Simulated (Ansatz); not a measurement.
Consider GaP4.

Input

```
crystal:
  lattice:
    - [5.8702637371, 0.0, 0.0]
    - [0.0, 5.8702637371, 0.0]
    - [0.0, 0.0, 2.4217931463]
  atoms:
    - { symbol: Ga, position: [0.0, 0.0, 0.0] }
    - { symbol: P, position: [0.7954363895, 0.5, 0.0] }
    - { symbol: P, position: [0.2045636105, 0.5, 0.0] }
    - { symbol: P, position: [0.5, 0.7954363895, 0.0] }
    - { symbol: P, position: [0.5, 0.2045636105, 0.0] }
basis:
  ecutwfc: 420
kpoints:
  mp_grid: { grid: [6, 6, 16] }
hamiltonian:
  xc: pbe
scf:
  occupations: { method: gaussian, width: 0.1 }
output:
  forces: true
  stress: true
  eigenvalues: true
  write_density: true
  write_potential: true
  elf: true
  volumetric_format: npy
relax:
  adjacent_minimum: "off"
  f_tol: 0.01
  max_steps: 80
  cell: { stress_tol: 0.05 }
```

Launched as:

```sh
ansatz run input.yaml --threads 1 --pin off --max-ram 2560MiB --backend cpu --events-out ev --progress --plain --runs-dir out
```

Below, planes, directions and counts refer to the conventional cell (a = 5.77 Å, b = 5.77 Å, c = 2.48 Å, α = 90.00°, β = 90.00°, γ = 90.00°).

The fields are those of the run's last geometry, not of the input's.

Space group P4/mmm; a structure generated by program, which may or may not match a known phase; computed without spin polarisation.

Level of theory: DFT PBE, scalar-relativistic, plane waves, PAW (Ansatz).

### What can the converged valence pseudo-density and electron localisation function tell about the bonding?

P–P (2.36 Å): the density is about 0.56 e/Å³ at the midpoint; the ELF peaks at about 0.85 between the atoms.
P–P (2.41 Å): ρ at the midpoint is about 0.53 e/Å³; the ELF peaks at about 0.85 between the atoms.

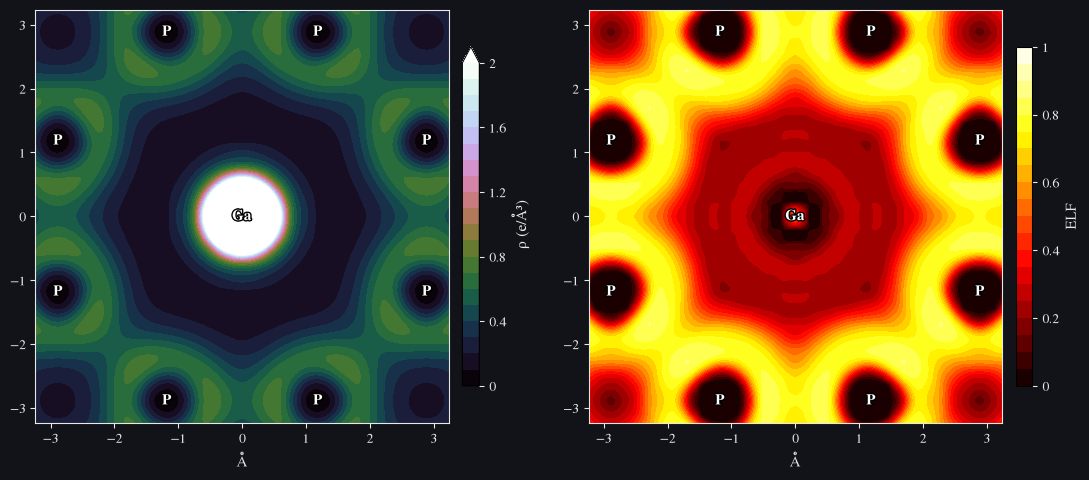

Computed valence pseudo-density and electron localisation function on the (001) plane of the conventional cell, in this order. 

In a PAW calculation such maps are meaningful between the atoms, not at the nuclei.
